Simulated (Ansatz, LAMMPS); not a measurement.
# Amorphous 86SiO2-14Al2O3 (mol %) (92 atoms): geometry optimisation, part 3 of 4

Aim: bring amorphous 86SiO2-14Al2O3 (mol %) (92 atoms) to a nearby minimum of the energy and see what moves.

Ansatz 0.2.0; Kohn-Sham DFT, PBE, PAW (set soft_2), plane waves.

The cell: 24 Si, 8 Al and 60 O. The quench rate of 50 K/ps is many orders above laboratory rates. The network of bonds at the start is that of the classical potential that made the cell. Only the Γ point is sampled in the main run, in a cell whose shortest periodic width is 11 Å.

So far. Step 4 (Cell and atoms relaxed): The relaxation changed the energy by -50.2 meV/atom, and atoms moved by 0.38 Å r.m.s., 1.1 Å at most.

### 6. Single point at the relaxed geometry

One more single point at the end of the walk gives the fuller output and checks the residual forces.

Input file input.yaml:

```yaml
crystal:
  lattice:
    - [11.04431, 0.12313, -0.26543]
    - [0.12313, 10.53895, 0.17987]
    - [-0.26543, 0.17987, 11.00922]
  atoms:
    - { symbol: Si, position: [0.43226, 0.63744, 0.17402] }
    - { symbol: Si, position: [0.20427, 0.79773, 0.91267] }
    - { symbol: Si, position: [0.73932, 0.82246, 0.9637] }
    - { symbol: Si, position: [0.84272, 0.52123, 0.33165] }
    - { symbol: Si, position: [0.4219, 0.64418, 0.89784] }
    - { symbol: Si, position: [0.75744, 0.12236, 0.732] }
    - { symbol: Si, position: [0.80426, 0.97782, 0.32351] }
    - { symbol: Si, position: [0.06344, 0.91249, 0.25589] }
    - { symbol: Si, position: [0.32843, 0.41649, 0.79304] }
    - { symbol: Si, position: [0.0033, 0.39689, 0.16005] }
    - { symbol: Si, position: [0.38059, 0.9217, 0.58167] }
    - { symbol: Si, position: [0.54916, 0.39499, 0.11267] }
    - { symbol: Si, position: [0.39119, 0.19505, 0.96006] }
    - { symbol: Si, position: [0.67203, 0.74455, 0.2431] }
    - { symbol: Si, position: [0.53906, 0.00296, 0.81271] }
    - { symbol: Si, position: [0.0488, 0.48641, 0.74629] }
    - { symbol: Si, position: [0.6174, 0.1891, 0.30245] }
    - { symbol: Si, position: [0.1349, 0.83917, 0.52323] }
    - { symbol: Si, position: [0.38577, 0.1779, 0.42218] }
    - { symbol: Si, position: [0.1829, 0.04419, 0.03687] }
    - { symbol: Si, position: [0.72306, 0.32917, 0.51682] }
    - { symbol: Si, position: [0.47248, 0.43121, 0.55145] }
    - { symbol: Si, position: [0.15818, 0.65398, 0.16216] }
    - { symbol: Si, position: [0.12972, 0.29759, 0.39504] }
    - { symbol: Al, position: [0.07334, 0.56238, 0.47733] }
    - { symbol: Al, position: [0.96431, 0.01234, 0.85444] }
    - { symbol: Al, position: [0.91592, 0.96467, 0.59352] }
    - { symbol: Al, position: [0.88749, 0.32146, 0.89467] }
    - { symbol: Al, position: [0.98495, 0.23062, 0.64338] }
    - { symbol: Al, position: [0.68023, 0.54265, 0.89841] }
    - { symbol: Al, position: [0.94408, 0.72587, 0.87853] }
    - { symbol: Al, position: [0.33989, 0.67931, 0.429] }
    - { symbol: O, position: [0.62941, 0.31792, 0.22052] }
    - { symbol: O, position: [0.44877, 0.48439, 0.1815] }
    - { symbol: O, position: [0.4293, 0.30083, 0.49375] }
    - { symbol: O, position: [0.1034, 0.51431, 0.16187] }
    - { symbol: O, position: [0.62161, 0.41836, 0.57482] }
    - { symbol: O, position: [0.19373, 0.46224, 0.74717] }
    - { symbol: O, position: [0.40933, 0.81111, 0.48814] }
    - { symbol: O, position: [0.00329, 0.06957, 0.69535] }
    - { symbol: O, position: [0.17523, 0.69174, 0.02039] }
    - { symbol: O, position: [0.8757, 0.4528, 0.20688] }
    - { symbol: O, position: [0.28273, 0.15514, 0.04759] }
    - { symbol: O, position: [0.46409, 0.92497, 0.71016] }
    - { symbol: O, position: [0.72214, 0.60619, 0.29128] }
    - { symbol: O, position: [0.43072, 0.54941, 0.46291] }
    - { symbol: O, position: [0.29775, 0.66322, 0.24506] }
    - { symbol: O, position: [0.41892, 0.44368, 0.68515] }
    - { symbol: O, position: [0.80494, 0.23822, 0.62929] }
    - { symbol: O, position: [0.42834, 0.69684, 0.03724] }
    - { symbol: O, position: [0.39807, 0.05943, 0.5185] }
    - { symbol: O, position: [0.78377, 0.68324, 0.90683] }
    - { symbol: O, position: [0.52426, 0.72759, 0.25029] }
    - { symbol: O, position: [0.81398, 0.41331, 0.43962] }
    - { symbol: O, position: [0.47528, 0.14905, 0.30981] }
    - { symbol: O, position: [0.1476, 0.99982, 0.17345] }
    - { symbol: O, position: [0.00518, 0.53571, 0.61327] }
    - { symbol: O, position: [0.00123, 0.57685, 0.85006] }
    - { symbol: O, position: [0.61333, 0.1222, 0.74884] }
    - { symbol: O, position: [0.16632, 0.44224, 0.4249] }
    - { symbol: O, position: [0.92066, 0.95407, 0.23864] }
    - { symbol: O, position: [0.25252, 0.92484, 0.97432] }
    - { symbol: O, position: [0.62978, 0.49145, 0.03935] }
    - { symbol: O, position: [0.70736, 0.79172, 0.10389] }
    - { symbol: O, position: [0.55215, 0.63805, 0.83865] }
    - { symbol: O, position: [0.36862, 0.50067, 0.90858] }
    - { symbol: O, position: [0.24615, 0.20262, 0.37633] }
    - { symbol: O, position: [0.04954, 0.24654, 0.50704] }
    - { symbol: O, position: [0.84367, 0.15385, 0.85518] }
    - { symbol: O, position: [0.97518, 0.34136, 0.02784] }
    - { symbol: O, position: [0.33216, 0.26817, 0.83705] }
    - { symbol: O, position: [0.85368, 0.01933, 0.45519] }
    - { symbol: O, position: [0.76595, 0.41836, 0.84849] }
    - { symbol: O, position: [0.05501, 0.29118, 0.26241] }
    - { symbol: O, position: [0.87633, 0.88197, 0.93662] }
    - { symbol: O, position: [0.23652, 0.90314, 0.61269] }
    - { symbol: O, position: [0.99414, 0.33833, 0.76746] }
    - { symbol: O, position: [0.07456, 0.76324, 0.2174] }
    [... 8 atom lines left out ...]
    - { symbol: O, position: [0.95176, 0.60686, 0.37905] }
    - { symbol: O, position: [0.11888, 0.9221, 0.39513] }
    - { symbol: O, position: [0.48484, 0.28417, 0.0332] }
    - { symbol: O, position: [0.0639, 0.08344, 0.95405] }
    - { symbol: O, position: [0.66408, 0.21597, 0.4418] }
    - { symbol: O, position: [0.1848, 0.69273, 0.48395] }
kpoints:
  mp_grid: { grid: [1, 1, 1] }
hamiltonian:
  xc: pbe
scf:
  occupations: { method: fermi_dirac, width: 0.025 }
output:
  forces: true
  stress: true
  populations: true
  dos:
    method: { smearing: { sigma: 0.08 } }
    de: 0.05
    projected: { site_lists: { Al: [Al], O: [O], Si: [Si] } }
  eigenvalues: true
  write_density: true
  write_potential: true
  volumetric_format: npy
```

Run with:

```
$ ansatz run input.yaml --threads 4 --pin off --max-ram 8192MiB --backend cpu --events-out ev --progress --plain --runs-dir out
```

Numbers of over 12 decimals in the logs are rounded to 6 here.

What it wrote:

```text
[...]
Crystal: 92 atoms, lattice volume = 1280.144 Å³
Basis set: ecut = 420 eV, 25053 PW (Γ), exchange–correlation on 150×144×150 points (8 copies of the dense FFT grid, shifted against one another)
Bands: 332, of which v1, the nominal top of the filled ones, is band 240 counted from 1 (239 counted from 0)
Symmetry: 1 space group operations
[...]
k-points: 1
[...]
SCF iter   1: F=—  HF=-53706.939173 eV  |F-HF|=—  |Δ(HF+E_count)|=         —  Δρ=2.02e-3  dr2=8.07e-2  ethr=1.77e-3  ⟨swp⟩=6.0  Hψ=1586  notcnv=0  defer=46
[...]
SCF iter   9: F=-53706.940454 eV  HF=-53706.940454 eV  |F-HF|=5.37e-8  |Δ(HF+E_count)|=   2.82e-7  Δρ=1.48e-6  dr2=3.52e-8  ethr=2.08e-11  ⟨swp⟩=19.0  Hψ=3220  notcnv=0
SCF 1 converged in 9 iterations: F = -53706.940454 eV  dr2 = 3.52e-8
[...]
WARN: The input density's exchange-correlation potential varies sharply where the density is thin. Do not read a vacuum level from v_tot or v_xc, or from such a field of the output density. On a cell that repeats whose density bears no net charge and no dipole along the vacuum's axis use v_es (v_loc + v_h of the components); [...]
SCF converged after 9 iterations
Free energy (F): -53706.940454 eV
[...]
Internal energy: -53706.940454 eV  (E = F + TS)
E sigma→0 (E₀):  -53706.940454 eV
Fermi energy:    4.431427 eV
[...]
--- Forces (eV/Å), atoms counted from 1 ---
  atom   1  Si    -0.00207861     0.00611016    -0.00066164
  atom   2  Si    -0.00067298     0.01001514     0.00461142
  atom   3  Si     0.00290755    -0.00172925     0.01149644
  atom   4  Si    -0.00005469    -0.00234252    -0.00007297
  atom   5  Si    -0.00186822     0.00100368    -0.00941670
  atom   6  Si     0.01200971    -0.00312834    -0.00370821
  atom   7  Si    -0.00270666    -0.00331688    -0.00558427
  atom   8  Si    -0.00235161     0.00174443    -0.00280993
  atom   9  Si     0.00193559     0.00478438     0.00170071
  atom  10  Si     0.00204942    -0.00055483     0.00214365
  atom  11  Si    -0.00855254    -0.00142567    -0.00112115
  atom  12  Si    -0.01325275     0.00735890     0.00113123
  atom  13  Si     0.00062012    -0.00247783     0.00297569
  atom  14  Si    -0.00130347     0.00258565     0.00678521
[...]
atom  91  O      0.00140265    -0.00180283    -0.00106464
  atom  92  O     -0.00111869     0.00197556     0.00035710
  max |Σ_I F_I| component: 8.05e-5 eV/Å
--- Stress (GPa, compression-positive) ---
        0.013264      -0.000283      -0.023562
       -0.000283      -0.014928       0.008806
       -0.023569       0.008809       0.015636
  P = ⅓ Tr σ = 0.0047 GPa (0.047 kbar)
--- Band table (eV) ---
[...]
--- Löwdin populations: 92 sites ---
  site symbol       q [e]
     0     Si      2.2473
     1     Si      2.2458
     2     Si      2.2267
[...]
91      O      6.8013
  spilling = 0.012656 (of n_electrons = 480.000000)
```

Run time: 18 s. Hardware: 4 threads of Arm Neoverse V2, shared host; peak memory 1.4 GiB; 67 s of CPU time.

The program notes that the exchange-correlation potential is rough where the density is thin.

The run gave:

- free energy: -53706.9405 eV
- free energy per atom: -583.7711 eV/atom
- SCF cycles: 9
- pressure: 0.004657 GPa
- r.m.s. force component: 0.00523 eV/Å
- longest force: 0.0383 eV/Å
- Fermi energy: 4.431 eV
- gap (highest filled to lowest empty level): 3.972 eV
- spilling of the projection: 0.01266

Löwdin charges by element and coordination (they lack the spilled electrons, 0.066 e an atom on average):

```tsv
element	coordination	atoms	mean charge (e)	spread	least	most
Al	all	8	1.39	0.0322	1.34	1.45
Al	4	7	1.40	0.0256	1.37	1.45
Al	5	1	1.34	0	1.34	1.34
O	all	60	-0.794	0.0288	-0.904	-0.740
O	2	51	-0.795	0.0282	-0.904	-0.754
O	3	9	-0.786	0.0305	-0.845	-0.740
Si	all	24	1.77	0.0197	1.74	1.80
```

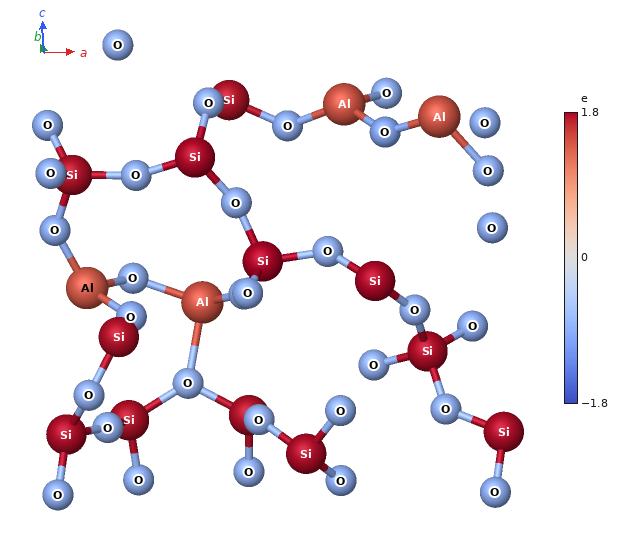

Atoms coloured by Löwdin charge. Drawn is a slice 4 Å thick, seen along the normal of the ac plane. Bonds to atoms that aren't drawn are left out.

Density of states as counts of states in windows of 1 eV (from the Fermi level), total and the larger projections:

```tsv
from (eV)	to (eV)	total	O p	Si p
-10	-9	18.6	13.1	1.7
-9	-8	25.3	19.0	3.5
-8	-7	40.1	31.2	6.1
-7	-6	33.3	26.8	3.2
-6	-5	47.1	40.6	2.8
-5	-4	71.7	66.1	2.2
-4	-3	67.9	64.4	1.2
-3	-2	34.3	33.0	0.3
-2	-1	1.0	0.9	0.0
-1	1	0.0	0.0	0.0
1	2	1.4	0.1	0.0
2	3	0.6	0.0	0.0
3	4	6.4	0.8	0.6
4	5	15.2	1.6	2.8
```

Between -23 and -10 eV lie 141 more states.

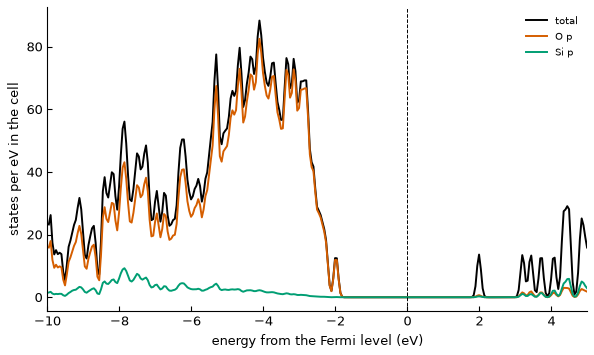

Total and projected density of states, with the broadening of the input.

The levels nearest the highest filled one (over half full), pooled over k-points and spins:

```tsv
level less the highest filled one (eV)	occupation
-0.596	2
-0.509	2
-0.443	2
-0.362	2
-0.270	2
0	2
3.97	0
5.19	0
5.41	0
5.70	0
6.05	0
6.31	0
```

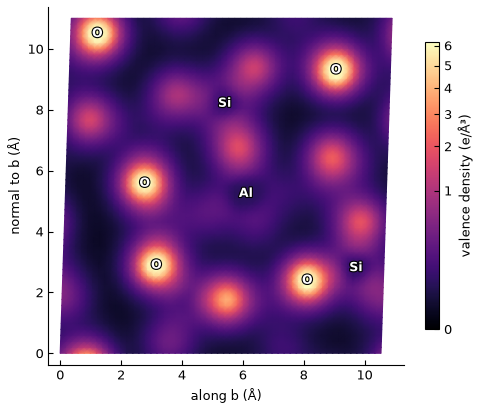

Valence density in the bc plane at fractional x = 0.063, with atoms of Si and Al and O within 0.2 Å of it. It is the smooth field of the valence electrons, not physical close to the nuclei. The colour scale is stretched toward low values.

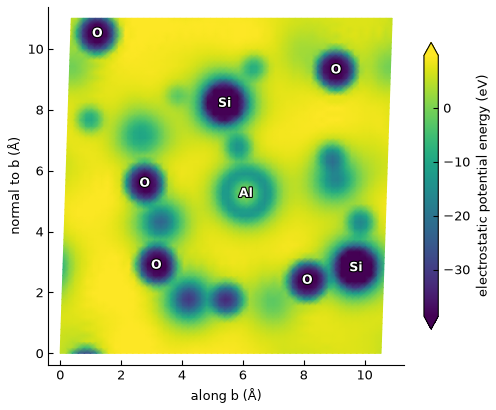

Electrostatic potential energy in the bc plane at fractional x = 0.063, with atoms of Si and Al and O within 0.2 Å of it. With pseudopotentials it is smooth inside the atoms' cores, unlike the true potential.

Mean Löwdin charges: Al +1.39, O -0.79, Si +1.77 e (they miss 1.3 % of the electrons, so they add up to more than the cell's charge).

A closer look about O77, which has 3 bonded neighbours where the commonest count for O is 2: 12 atoms, nearest first, numbered in the order of the input, with positions taken from that point.

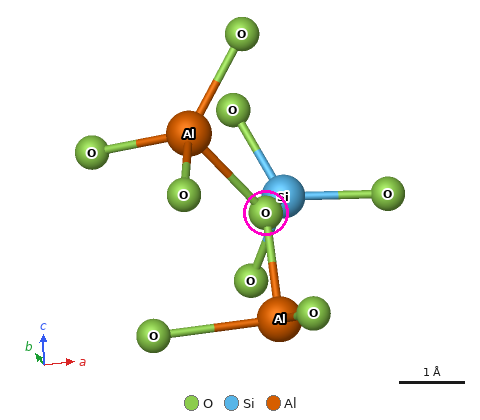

The atoms of the table, within 3.0 Å (arrows a, b, c point along x, y, z); some may hide others; the central atom is ringed.

```tsv
atom	x	y	z	distance (Å)	bonds	Löwdin charge (e)
O77	0.00	0.00	0.00	0.00	3	-0.81
Si16	0.63	1.56	-0.22	1.70	4	1.75
Al29	-0.08	-1.16	-1.38	1.81	4	1.40
Al28	-1.21	-0.17	1.43	1.88	4	1.39
O38	2.22	1.33	-0.25	2.60	2	-0.79
O57	0.19	2.05	-1.66	2.65	2	-0.83
O58	0.09	2.53	0.95	2.70	2	-0.81
O69	-1.71	-1.95	0.97	2.77	3	-0.79
O49	-2.07	-1.10	-1.49	2.77	3	-0.74
O73	-2.53	0.83	0.97	2.83	2	-0.90
O70	-0.28	0.08	2.87	2.89	2	-0.82
O40	0.09	-2.84	-0.84	2.97	3	-0.85
```

The column of bonds counts only the pairs O-Si within 2.12 Å, O-Al within 2.38 Å; other neighbours, such as metal atoms beside each other in a compound, aren't counted, and periodic images can show an atom twice.

### 7. K-mesh 2×2×2

Large cells are often run on few k-points; this run checks whether the reference had enough.

input.yaml, as its differences from that of step 6:

```diff
@@ -8,3 +8,3 @@
 kpoints:
-  mp_grid: { grid: [1, 1, 1] }
+  mp_grid: { grid: [2, 2, 2] }
 hamiltonian:
@@ -22,4 +22 @@
   eigenvalues: true
-  write_density: true
-  write_potential: true
-  volumetric_format: npy
```

What it wrote:

```text
[...]
Crystal: 92 atoms, lattice volume = 1280.144 Å³
Basis set: ecut = 420 eV, 25053 PW (Γ), exchange–correlation on 150×144×150 points (8 copies of the dense FFT grid, shifted against one another)
Bands: 332, of which v1, the nominal top of the filled ones, is band 240 counted from 1 (239 counted from 0)
Symmetry: 1 space group operations
[...]
k-points: 8
[...]
SCF iter   1: F=—  HF=-53707.008068 eV  |F-HF|=—  |Δ(HF+E_count)|=         —  Δρ=2.02e-3  dr2=8.06e-2  ethr=1.77e-3  ⟨swp⟩=6.1  Hψ=12735  notcnv=0  defer=358
[...]
SCF iter   8: F=—  HF=-53707.008168 eV  |F-HF|=—  |Δ(HF+E_count)|=   1.20e-6  Δρ=6.63e-6  dr2=4.91e-7  ethr=3.25e-10  ⟨swp⟩=2.0  Hψ=3882  notcnv=0  defer=694
SCF iter   9: F=-53707.008168 eV  HF=-53707.008168 eV  |F-HF|=5.29e-8  |Δ(HF+E_count)|=   2.85e-7  Δρ=1.48e-6  dr2=3.48e-8  ethr=2.08e-11  ⟨swp⟩=15.0  Hψ=16633  notcnv=0
SCF 1 converged in 9 iterations: F = -53707.008168 eV  dr2 = 3.48e-8
[...]
SCF converged after 9 iterations
Free energy (F): -53707.008168 eV
[...]
Internal energy: -53707.008168 eV  (E = F + TS)
E sigma→0 (E₀):  -53707.008168 eV
Fermi energy:    4.453566 eV
[...]
Σ components = -53707.008168   (vs F -53707.008168, Δ=0.00e0)
--- Forces (eV/Å), atoms counted from 1 ---
  atom   1  Si    -0.00140338     0.00543001     0.00066948
  atom   2  Si     0.00059751     0.01062901     0.00712554
  atom   3  Si    -0.00041127     0.00339328     0.01540965
  atom   4  Si    -0.00134302    -0.00485610     0.00062730
[...]
atom  92  O     -0.00266555    -0.00183146    -0.00299029
  max |Σ_I F_I| component: 7.75e-5 eV/Å
--- Stress (GPa, compression-positive) ---
        0.026846      -0.001619      -0.025037
       -0.001619      -0.018110       0.006269
       -0.025044       0.006271       0.025243
  P = ⅓ Tr σ = 0.0113 GPa (0.113 kbar)
--- Band table (eV; the first three rows and the last of 8) ---
[...]
--- Löwdin populations: 92 sites ---
  site symbol       q [e]
     0     Si      2.2478
     1     Si      2.2461
     2     Si      2.2268
[...]
91      O      6.8014
  spilling = 0.012655 (of n_electrons = 480.000000)
```

Run time: 2.6 min. Hardware: 4 threads; peak memory 5.4 GiB; 10 min of CPU time.

The program notes that it cut back its work space to fit the memory limit.

Geometry and reference: those of the single point at the relaxed geometry.

Forces differ from those of the single point at the relaxed geometry by 3.4 meV/Å r.m.s.; the energy by -0.74 meV/atom. It took 2.6 min and 9 cycles; the reference's time can't be set against it, since the two runs asked for unlike analyses.

(Continued in part 4 of 4.)

[Logs are printed without paths, hosts, clocks, repeated set-up lines and the standing remarks that a program may print on its own settings, such as how far it seeks lower states.]

[Hosts, paths, dates, database ids (printed as entryN), source tags and the programs' standing remarks are cut or masked in the printed files.]
